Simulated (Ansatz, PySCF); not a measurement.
Breaking a bond: SMILES [Li][CH3]. The C1–Li5 bond (C1 also carries H, H, H; Li5 carries nothing else) is varied alone, starting from the PBE0/def2-TZVP optimised geometry.

```
5

C      0.0000     0.0000     0.0000
H      0.8763    -0.5060    -0.4287
H     -0.8763    -0.5060    -0.4288
H      0.0000     1.0119    -0.4288
Li     0.0000     0.0000     1.9628
```

Levels: NEVPT2 = SC-NEVPT2 on CASSCF(2,2)/def2-TZVP, all electrons correlated (PySCF); UKS-PBE = unrestricted PBE/def2-TZVP run with Ansatz (a first-principles code); UKS-BHandHLYP = unrestricted BHandHLYP/def2-TZVP in PySCF.

Energies are in kJ/mol, each relative to the lowest point of its own curve near equilibrium.

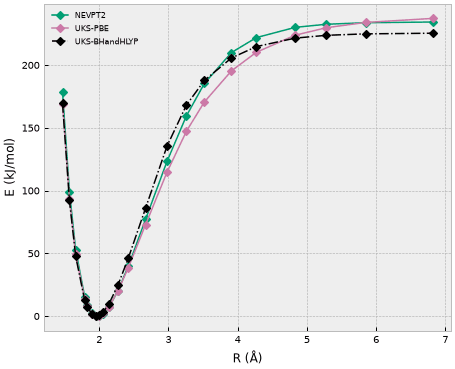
Energy against bond length for each method.

```csv
R / Å,NEVPT2,UKS-PBE,UKS-BHandHLYP
1.47,178.5,169.3,169.6
1.57,99.1,93.1,92.1
1.66,52.9,49.2,47.7
1.79,15.5,14.0,12.6
1.83,9.1,8.1,7.0
1.90,2.3,1.9,1.3
1.96,0.0,0.0,0.0
2.00,0.0,0.1,0.6
2.06,1.8,2.1,3.3
2.14,7.0,7.3,9.7
2.27,20.1,20.0,24.6
2.42,39.8,38.5,46.1
2.67,77.1,72.9,86.1
2.98,123.3,114.7,135.5
3.26,159.5,147.3,168.1
3.52,185.4,170.6,187.8
3.91,209.9,195.3,205.6
4.27,221.8,210.2,214.7
4.83,230.0,223.7,221.4
5.28,232.5,229.7,223.7
5.85,233.7,233.9,224.8
6.82,234.3,237.1,225.3
```

At the longest distance, 6.82 Å, UKS-PBE lies highest above its minimum (237.1 kJ/mol) and UKS-BHandHLYP lowest (225.3 kJ/mol).

The unrestricted determinant behind UKS-PBE is spin-contaminated at 3.26 to 6.82 Å (<S²> up to 0.9, against 0.00 for a pure singlet). The unrestricted determinant behind UKS-BHandHLYP is spin-contaminated at 2.98 to 6.82 Å (<S²> up to 1.0, against 0.00 for a pure singlet).
